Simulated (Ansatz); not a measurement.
# AlCl2FH4OSi: two geometries relaxed

Aim: relax the geometries before and after the reaction (exchange4), and see whether they are two minima and how far apart in energy. Meant to form: Al1–O6, H5–F2; to break: Al1–F2, H5–O6. The start is a guess near the saddle point, from which both ends are pulled out.

Program: Ansatz 0.2.0. Level of theory: UKS r2SCANh-D4/6-31G. These are calculated values, not measurements.

## 1. The structure to begin with

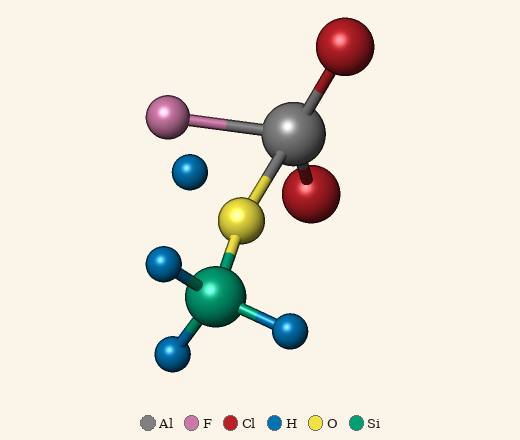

Start, viewed from a free direction; aluminium grey, fluorine pink, chlorine red, hydrogen blue, oxygen yellow, silicon teal.

Coordinates:

```xyz
10

Al   -1.7706    0.7548   -0.4896
F    -1.8485   -1.0441    0.6143
Cl   -2.0066    0.2646   -2.4225
Cl   -2.2745    2.2095    0.7998
H    -0.7062   -0.6925    0.4803
O     0.2227    0.0711    0.0663
Si    1.7882   -0.3150    0.2075
H     2.0467   -1.4516   -0.6772
H     1.9960   -0.6606    1.6143
H     2.5528    0.8638   -0.1930
```

## 2. A restrained relaxation towards end A

Springs on the bonds that form and break draw the guess towards this end; the thresholds are loose.

input.yaml

```yaml
crystal:
  periodic: [false, false, false]
  atoms:
    - { symbol: Al, position_ang: [-1.7706, 0.7548, -0.4896] }
    - { symbol: F, position_ang: [-1.8485, -1.0441, 0.6143] }
    - { symbol: Cl, position_ang: [-2.0066, 0.2646, -2.4225] }
    - { symbol: Cl, position_ang: [-2.2745, 2.2095, 0.7998] }
    - { symbol: H, position_ang: [-0.7062, -0.6925, 0.4803] }
    - { symbol: O, position_ang: [0.2227, 0.0711, 0.0663] }
    - { symbol: Si, position_ang: [1.7882, -0.315, 0.2075] }
    - { symbol: H, position_ang: [2.0467, -1.4516, -0.6772] }
    - { symbol: H, position_ang: [1.996, -0.6606, 1.6143] }
    - { symbol: H, position_ang: [2.5528, 0.8638, -0.193] }
magnetization:
  spin_polarized: true
basis:
  gaussian: { orbitals: "6-31G" }
hamiltonian:
  xc: r2scanh
  dispersion: d4
relax:
  f_tol: 0.15
  max_steps: 25
  restrain:
    - { distance: [0, 5], at: 3.17, k: 30.0 }
    - { distance: [4, 1], at: 2.18, k: 30.0 }
    - { distance: [0, 1], at: 1.78, k: 30.0 }
    - { distance: [4, 5], at: 0.97, k: 30.0 }
```

On the command line:

```bash
> ansatz run input.yaml --threads 2 --pin off --max-ram 3072MiB --backend cpu --events-out ev --progress --plain --runs-dir out
```

Output, shortened:

```text
Warning: RAYON_NUM_THREADS=2 ignored (pool sized by the plan → 2); use --threads N
[...]
Functional definition: r2SCANh
[...]
911 factors; integrals over basis functions are off by at most 2.0e-4 eV
[...]
mean field -44342.75014487 eV, -1629.5660112283 hartree, gradient 8.0e-6 eV, S^2 0.000000; 0 other end points of the search recorded, 0 dependent functions left out
[...]
reference -44342.75016153 eV, -1629.5660118407 hartree; 41, 41 occupied and 37, 37 virtual orbitals, 911 factors
relax step   1: F+E_penalty+E_count = -44342.82538450 eV  Δ(F+E_penalty+E_count) = +0.000e0 eV  max|allowed force component| = 7.573e0 eV/Å  E_restraint = 32.06674237 eV  max|allowed force component, restraints' pulls added| = 3.613e1 eV/Å  Δτ_max = 0.0000 Å  (28 SCF iters, accepted)
[...]
relax step   3: F+E_penalty+E_count = -44342.79858382 eV  Δ(F+E_penalty+E_count) = -1.379e-1 eV  max|allowed force component| = 7.184e0 eV/Å  E_restraint = 5.00395322 eV  max|allowed force component, restraints' pulls added| = 1.166e1 eV/Å  Δτ_max = 0.1978 Å  (30 SCF iters, accepted)
[...]
relax step   5: F+E_penalty+E_count = -44343.39817590 eV  Δ(F+E_penalty+E_count) = -5.241e-1 eV  max|allowed force component| = 3.147e0 eV/Å  E_restraint = 0.07607538 eV  max|allowed force component, restraints' pulls added| = 1.427e0 eV/Å  Δτ_max = 0.1949 Å  (29 SCF iters, accepted)
[...]
  distance Al 0 - O 5 = 3.1445 Å
  distance H 4 - F 1 = 2.1772 Å
  distance Al 0 - F 1 = 1.7464 Å
  distance H 4 - O 5 = 0.9700 Å
911 factors; integrals over basis functions are off by at most 1.8e-4 eV
[...]
mean field -44343.82280362 eV, -1629.6054307103 hartree, gradient 1.6e-5 eV, S^2 0.000000; 1 other end points of the search recorded, 0 dependent functions left out
[...]
reference -44343.82282155 eV, -1629.6054313693 hartree; 41, 41 occupied and 37, 37 virtual orbitals, 911 factors
Total energy: -44343.88855933 eV, -1629.6078471880 hartree
Atom 0 at    -2.457651     0.728961    -0.494063 Å, force     0.682266    -1.074648     0.688313 eV/Å
Atom 1 at    -2.372776    -0.757266     0.419126 Å, force    -0.046727     0.903433    -0.533713 eV/Å
Atom 2 at    -2.483112     0.604166    -2.649931 Å, force    -0.001531    -0.000157     0.037225 eV/Å
Atom 3 at    -2.802217     2.583983     0.556682 Å, force     0.007082    -0.049217    -0.011623 eV/Å
Atom 4 at    -0.222628    -0.957176     0.696734 Å, force     0.003099    -0.064092     0.010156 eV/Å
Atom 5 at     0.395139    -0.304923     0.330790 Å, force    -0.577350     0.267464    -0.178648 eV/Å
Atom 6 at     2.120589    -0.463078     0.299123 Å, force    -0.057766     0.062159    -0.019735 eV/Å
Atom 7 at     2.554056    -1.559010    -0.631948 Å, force    -0.001696    -0.009987     0.017294 eV/Å
Atom 8 at     2.666822    -0.734348     1.673025 Å, force    -0.015190    -0.009957    -0.014010 eV/Å
Atom 9 at     2.601780     0.858691    -0.199339 Å, force     0.007812    -0.024997     0.004743 eV/Å
Dipole moment:     0.350180    -0.306411     0.166988 e Å
```

Wall time 78 s (2 threads of AMD EPYC 7B13 (Zen 3), shared host); peak memory 0.39 GiB.

Relaxation path:

```csv
step,energy from step 1 (eV),largest force component (eV/Å)
1,0.0000,7.5727
2,0.1647,9.6573
3,0.0268,7.1836
4,-0.0487,5.6125
5,-0.5728,3.1470
6,-0.8762,1.2852
7,-1.0068,1.0788
8,-1.0333,1.1006
9,-1.0486,1.0965
10x,-1.0126,1.0569
11,-1.0632,1.0746
```

Step 1 is the start. 1 step was tried and not accepted (marked x). Energies and forces in the table leave out the springs, which the log lists apart; the run stops on the force with the springs' pull added.

After: Bond lengths: Al1–F2 1.746 Å, Al1–Cl3 2.160 Å, Al1–Cl4 2.160 Å, H5–O6 0.970 Å, O6–Si7 1.733 Å, Si7–H8 1.502 Å, Si7–H9 1.503 Å, Si7–H10 1.492 Å. Angles: F2–Al1–Cl3 118.3°, F2–Al1–Cl4 119.0°, Cl3–Al1–Cl4 122.2°, H5–O6–Si7 125.4°, O6–Si7–H8 111.4°, O6–Si7–H9 111.2°, O6–Si7–H10 104.3°, H8–Si7–H9 109.3°, H8–Si7–H10 110.3°, H9–Si7–H10 110.4°.

Pairs that crossed the distance rule for bonds on the way: came closer H5–O6; moved apart Al1–O6.

## 3. Relaxing end A

It starts where the restrained run ended.

input.yaml

```yaml
crystal:
  periodic: [false, false, false]
  atoms:
    - { symbol: Al, position_ang: [-2.457651, 0.728961, -0.494063] }
    - { symbol: F, position_ang: [-2.372776, -0.757266, 0.419126] }
    - { symbol: Cl, position_ang: [-2.483112, 0.604166, -2.649931] }
    - { symbol: Cl, position_ang: [-2.802217, 2.583983, 0.556682] }
    - { symbol: H, position_ang: [-0.222628, -0.957176, 0.696734] }
    - { symbol: O, position_ang: [0.395139, -0.304923, 0.33079] }
    - { symbol: Si, position_ang: [2.120589, -0.463078, 0.299123] }
    - { symbol: H, position_ang: [2.554056, -1.55901, -0.631948] }
    - { symbol: H, position_ang: [2.666822, -0.734348, 1.673025] }
    - { symbol: H, position_ang: [2.60178, 0.858691, -0.199339] }
magnetization:
  spin_polarized: true
basis:
  gaussian: { orbitals: "6-31G" }
hamiltonian:
  xc: r2scanh
  dispersion: d4
relax:
  f_tol: 0.03
  max_steps: 50
output:
  orbitals: {}
```

On the command line:

```bash
> ansatz run input.yaml --threads 2 --pin off --max-ram 3072MiB --backend cpu --events-out ev --progress --plain --runs-dir out
```

Output, shortened:

```text
Warning: RAYON_NUM_THREADS=2 ignored (pool sized by the plan → 2); use --threads N
[...]
[... 1 set-up line as earlier in the session ...]
[...]
914 factors; integrals over basis functions are off by at most 1.7e-4 eV
[...]
mean field -44343.82279776 eV, -1629.6054304950 hartree, gradient 3.5e-5 eV, S^2 0.000000; 0 other end points of the search recorded, 0 dependent functions left out
[...]
reference -44343.82281570 eV, -1629.6054311542 hartree; 41, 41 occupied and 37, 37 virtual orbitals, 914 factors
relax step   1: F+E_penalty+E_count = -44343.88853554 eV  Δ(F+E_penalty+E_count) = +0.000e0 eV  max|allowed force component| = 1.074e0 eV/Å  Δτ_max = 0.0000 Å  (29 SCF iters, accepted)
[...]
relax step   4: F+E_penalty+E_count = -44344.82831935 eV  Δ(F+E_penalty+E_count) = -4.118e-1 eV  max|allowed force component| = 1.383e0 eV/Å  Δτ_max = 0.1946 Å  (31 SCF iters, accepted)
[...]
Total energy: -44345.60202066 eV, -1629.6708157305 hartree
Atom 0 at    -1.605985     0.381563    -0.248804 Å, force     0.006002     0.002064     0.007370 eV/Å
Atom 1 at    -2.764895    -0.725364     0.345676 Å, force    -0.014083    -0.006878     0.002156 eV/Å
Atom 2 at    -1.206664     0.388746    -2.407394 Å, force    -0.001291     0.003627    -0.006269 eV/Å
Atom 3 at    -1.493918     2.336308     0.734569 Å, force    -0.001328    -0.000766    -0.003546 eV/Å
Atom 4 at    -0.363946    -1.335083     0.943921 Å, force     0.002206    -0.001026     0.009220 eV/Å
Atom 5 at    -0.115055    -0.556016     0.416414 Å, force     0.002191     0.008530    -0.016263 eV/Å
Atom 6 at     1.609580    -0.186179     0.099799 Å, force     0.015092    -0.010950     0.018653 eV/Å
Atom 7 at     2.107253    -1.217967    -0.851049 Å, force    -0.003186    -0.001658    -0.007409 eV/Å
Atom 8 at     2.278367    -0.270492     1.429646 Å, force    -0.002661     0.001840    -0.001896 eV/Å
Atom 9 at     1.555265     1.184486    -0.462579 Å, force    -0.002942     0.005216    -0.002015 eV/Å
Dipole moment:     1.336629    -0.750146     0.498825 e Å
```

It took 1.7 min on 2 threads of AMD EPYC 7B13 (Zen 3), shared host; peak memory 0.41 GiB.

Step by step:

```csv
step,energy from step 1 (eV),largest force component (eV/Å)
1,0.0000,1.0743
2,-0.2162,0.8351
3,-0.5280,1.0893
4,-0.9398,1.3834
5,-1.2993,1.2432
6,-1.3838,1.5801
7,-1.5412,0.3137
8,-1.6101,0.2875
9,-1.6696,0.3353
10,-1.7013,0.2703
11,-1.7083,0.1902
12,-1.7123,0.1167
13,-1.7128,0.0589
14,-1.7135,0.0187
```

Step 1 is the start.

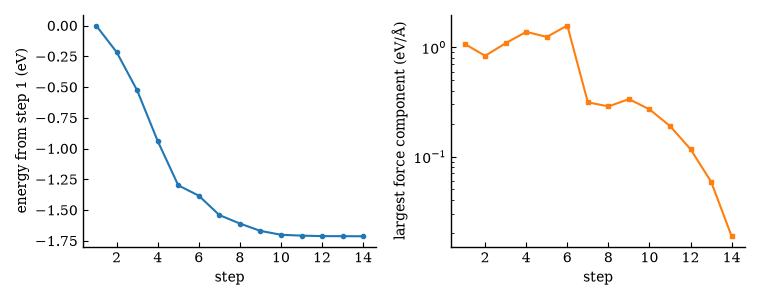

How energy and force went from step to step.

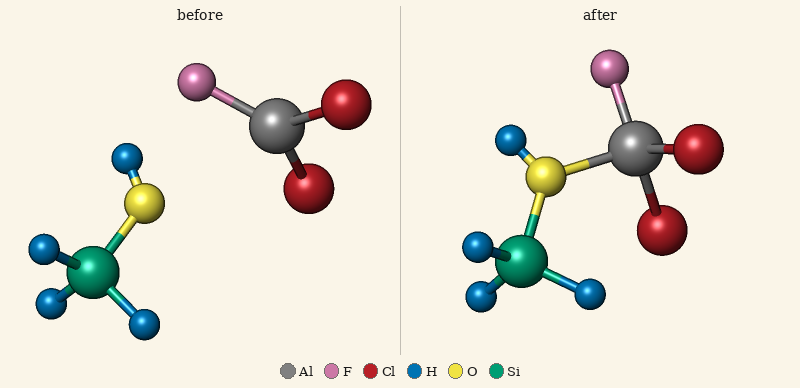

The structure before (left) and after (right), drawn at the same scale.

After: Bond lengths: Al1–F2 1.709 Å, Al1–Cl3 2.195 Å, Al1–Cl4 2.191 Å, Al1–O6 1.883 Å, H5–O6 0.973 Å, O6–Si7 1.792 Å, Si7–H8 1.489 Å, Si7–H9 1.491 Å, Si7–H10 1.483 Å. Angles (14 of 15 angles, heavy atoms first): F2–Al1–Cl3 117.9°, F2–Al1–Cl4 117.2°, F2–Al1–O6 95.3°, Cl3–Al1–Cl4 115.4°, Cl3–Al1–O6 101.8°, Cl4–Al1–O6 104.2°, Al1–O6–Si7 126.7°, Al1–O6–H5 112.8°, H5–O6–Si7 120.5°, O6–Si7–H8 106.9°, O6–Si7–H9 105.2°, O6–Si7–H10 102.9°, H8–Si7–H9 112.4°, H8–Si7–H10 114.3°.

Pairs that crossed the distance rule for bonds on the way: came closer Al1–O6.

(Part 1 of 2 ends here.)
